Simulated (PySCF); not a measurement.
**SiPH₄F: NMR shielding calculation**

System: SiPH₄F, SMILES FP[SiH3].
Method: GIAO PBE0/pcSseg-1 NMR shielding, non-relativistic, gas phase (PySCF 2.14.0).

The geometry comes from this level: GFN2-xTB. Figures and captions count atoms from 1; the log counts them from 0 in places.

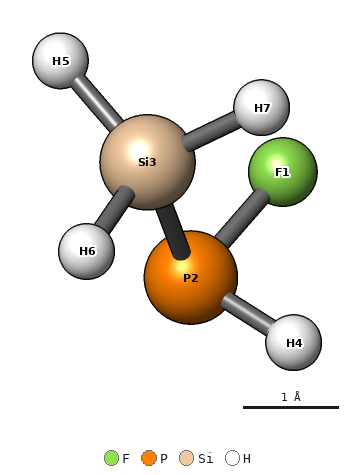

Figure 1. The structure as given in the input (ball-and-stick view, seen at a tilt; atoms are numbered from 1 in the order of the input). Bond lengths as drawn: F–P 1.64 Å, H–P 1.40 Å, H–Si 1.46 Å and P–Si 2.26 Å.

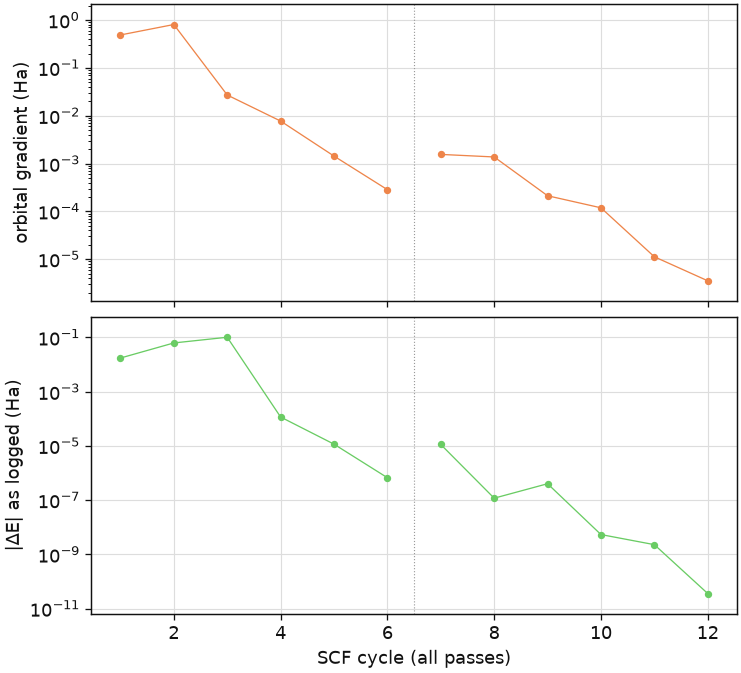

Figure 2. Convergence of the self-consistent field: orbital gradient and size of the energy change against the SCF cycle. The dotted line marks the change from a coarse to the final integration grid. The first 6 cycles use a coarse grid, the final grid takes over at cycle 7, and the field converges after 12 cycles in all.

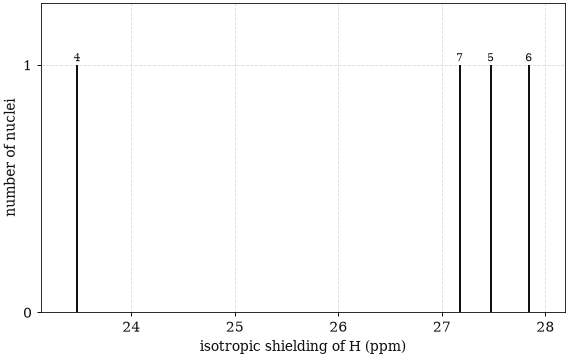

Figure 3. Isotropic shieldings of the hydrogen nuclei in this fixed geometry, labelled by atom number; shielding grows to the right, so chemical shift grows to the left. The least shielded is H4 (23.5 ppm), the most shielded H6 (27.8 ppm).

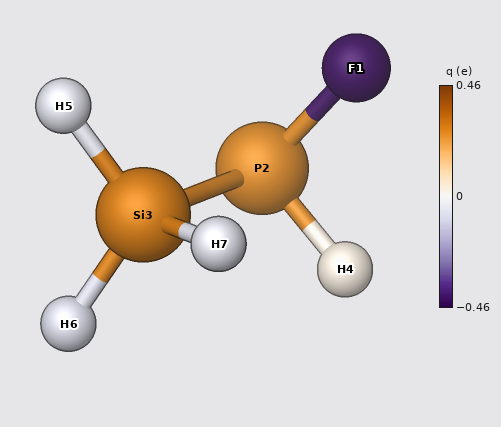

Figure 4. Mulliken charges, as the colour of each atom (ball-and-stick view, seen at a tilt; atoms are numbered from 1 in the order of the input). By element: F −0.43, P +0.28, Si +0.29 and H −0.07 to +0.03 e.

These pictures come from the run below.

**Input file**
```
{"job": {"kind": "nmr", "xc": "PBE0", "basis": "pcSseg-1"}, "charge": 0, "multiplicity": 1}
F      1.744881     1.310894    -0.026092
P      1.325783    -0.163403    -0.622276
Si    -0.859830    -0.078336    -0.049119
H      1.724663    -0.837307     0.540742
H     -1.509241     0.870638    -0.953375
H     -1.359287    -1.436561    -0.256348
H     -1.063635     0.338980     1.339390
```

The first line tells a small driver script what to run in PySCF; the rest is the geometry in Å.

Command:
```bash
OMP_NUM_THREADS=1 python <driver script> task.json out
```

**What the program printed**
```
coarse grid: 6816 points
cycle   1  E = -732.6437657705  dE =  1.740e-02  |g| = 4.885e-01  |ddm| = 2.301e+00
cycle   2  E = -732.5811136098  dE =  6.265e-02  |g| = 8.075e-01  |ddm| = 7.838e-01
cycle   3  E = -732.6827582351  dE = -1.016e-01  |g| = 2.712e-02  |ddm| = 4.984e-01
cycle   4  E = -732.6828744609  dE = -1.162e-04  |g| = 7.736e-03  |ddm| = 2.853e-02
cycle   5  E = -732.6828860512  dE = -1.159e-05  |g| = 1.433e-03  |ddm| = 9.741e-03
cycle   6  E = -732.6828867218  dE = -6.706e-07  |g| = 2.844e-04  |ddm| = 2.563e-03
final grid: 56944 points
cycle   7  E = -732.7056427746  dE = -1.129e-05  |g| = 1.553e-03  |ddm| = 1.322e-02
cycle   8  E = -732.7056428925  dE = -1.180e-07  |g| = 1.373e-03  |ddm| = 3.892e-03
cycle   9  E = -732.7056432953  dE = -4.027e-07  |g| = 2.121e-04  |ddm| = 1.853e-03
cycle  10  E = -732.7056433006  dE = -5.376e-09  |g| = 1.187e-04  |ddm| = 2.119e-04
cycle  11  E = -732.7056433029  dE = -2.280e-09  |g| = 1.123e-05  |ddm| = 8.716e-05
cycle  12  E = -732.7056433029  dE = -3.593e-11  |g| = 3.534e-06  |ddm| = 2.340e-05
converged SCF energy = -732.7056433029

GIAO shielding tensors (ppm)
atom      isotropic    diamagn.    paramagn.     s11        s22        s33       span
  0 F      558.341     472.779      85.562    423.653    526.168    725.201    301.548
  1 P      183.284     963.065    -779.782   -223.266    151.959    621.157    844.424
  2 Si     430.525     879.876    -449.352    401.984    427.893    461.698     59.715
  3 H       23.475      28.932      -5.457     20.590     21.196     28.640      8.050
  4 H       27.470      28.793      -1.323     24.546     25.765     32.100      7.554
  5 H       27.839      28.838      -0.999     25.088     25.413     33.015      7.927
  6 H       27.171      29.010      -1.839     23.773     25.230     32.510      8.738
```

**Results in brief**

| quantity | value |
| --- | --- |
| outcome | converged |
| total energy | −732.705643 hartree |
| HOMO | −7.45 eV |
| LUMO | −0.96 eV |
| dipole moment | 1.85 D |
| isotropic shielding, F | 558.3 ppm |
| isotropic shielding, P | 183.3 ppm |
| isotropic shielding, Si | 430.5 ppm |
| isotropic shielding, H | 23.5 to 27.8 ppm |
| hardware | 1 CPU thread, shared host |
| wall time | 4.9 s |
| peak memory | 0.37 GiB |
